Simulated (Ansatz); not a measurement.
Redistribution: C2H7Al + Al(CH3)(SH)2 → C2H7AlS + AlH(CH3)(SH)

Species: C2H7Al `C[CH2][AlH2]`, singlet; Al(CH3)(SH)2, singlet; C2H7AlS `C[CH2][AlH][SH]`, singlet; AlH(CH3)(SH), singlet. The partners trade H for SH; both sit on Al, so the bond types are kept.

Shapes, held fixed at every level: PBE0-D4/def2-TZVP. Flexible molecules stand in one conformer, not always the lowest. Programs: Ansatz 0.2.0. Electronic energies: no zero-point or thermal term.

```tsv
level	kind	ΔE (kJ/mol)	less CCSD(T)/CBS estimate
HF/def2-TZVPP	Hartree–Fock	-10.1	+1.8
r2SCAN-D4/def2-TZVPP	meta-GGA	-13.2	-1.3
B3LYP-D4/def2-TZVPP	global hybrid	-11.8	+0.1
wB97M-V/def2-TZVPP	range-separated hybrid	-12.4	-0.5
B2PLYP/def2-TZVPP	double hybrid	-12.1	-0.2
MP2/def2-TZVPP	perturbation theory	-11.3	+0.6
CCSD(T)/CBS estimate	coupled cluster or CI	-11.9	0.0
```

The highest level, CCSD(T)/CBS estimate, gives ΔE = -11.9 kJ/mol; the levels span -13.2 to -10.1. The column of differences is taken from that level and isn't an error. No measured value is set beside it here. The CBS estimate extrapolates MP2 from def2-TZVPP and def2-QZVPP and adds CCSD(T) − MP2 in the triple-zeta set, cores frozen.

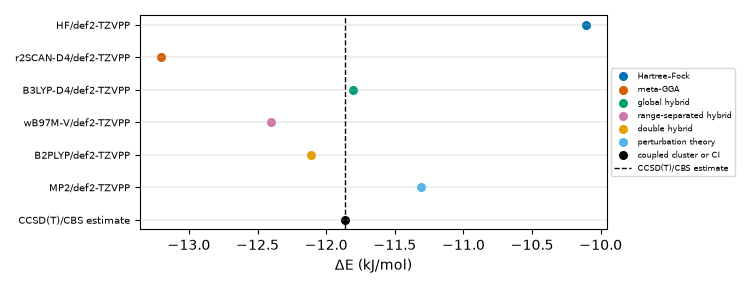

The values of the table, level by level.
